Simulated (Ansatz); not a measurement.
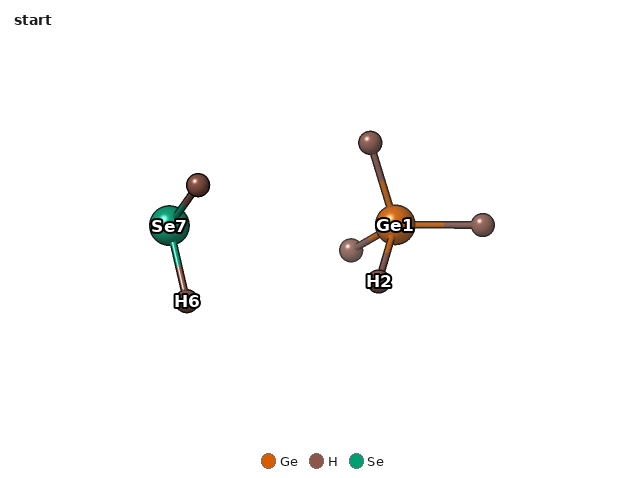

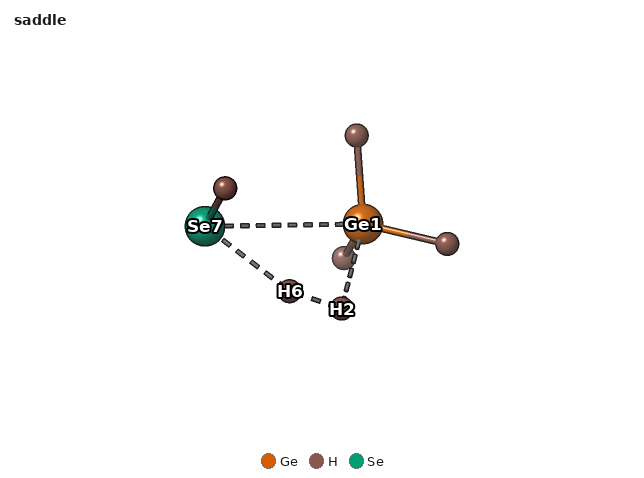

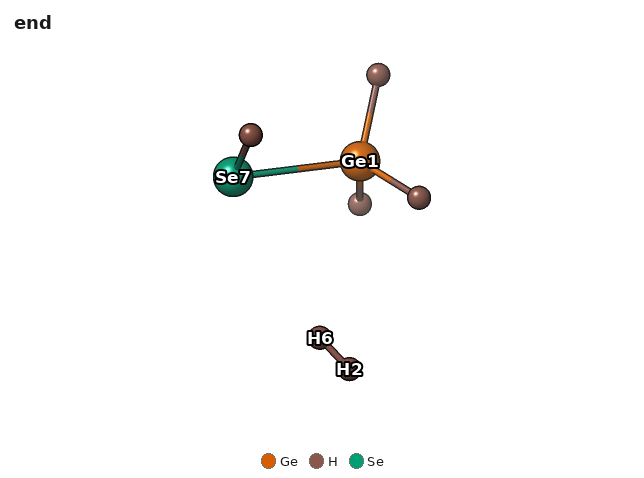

A saddle point and the two end points reached downhill from it. Broken sticks mark bonds that form or break. Charge 0, singlet. Geometries: PBE0-D4/def2-TZVP; all other levels are single points on them, and energies count from the start as drawn. Program: Ansatz 0.2.0. In CBS estimates cores are frozen, and CCSD(T) − MP2 is taken in the smaller basis.

**Which bonds form and which break from start to end?**

Formed: Ge1–Se7, H2–H6; broken: Ge1–H2, H6–Se7. At the saddle point Ge1···Se7 is 2.83 Å, H2···H6 is 0.95 Å, Ge1···H2 is 1.83 Å, H6···Se7 is 1.86 Å.

Give the electronic barrier and the reaction energy from start to end in kcal/mol (no zero-point energy) with CCSD(T)/CBS (MP2 limit from def2-TZVPP and def2-QZVPP plus CCSD(T) − MP2); ωB97M-V/def2-SVP; B3LYP-D4/def2-TZVPP.

```
                                                                    level  barrier  reaction energy
CCSD(T)/CBS (MP2 limit from def2-TZVPP and def2-QZVPP plus CCSD(T) − MP2)     54.0             −8.0
                                                         ωB97M-V/def2-SVP     54.9             −4.3
                                                      B3LYP-D4/def2-TZVPP     50.4             −7.6
```
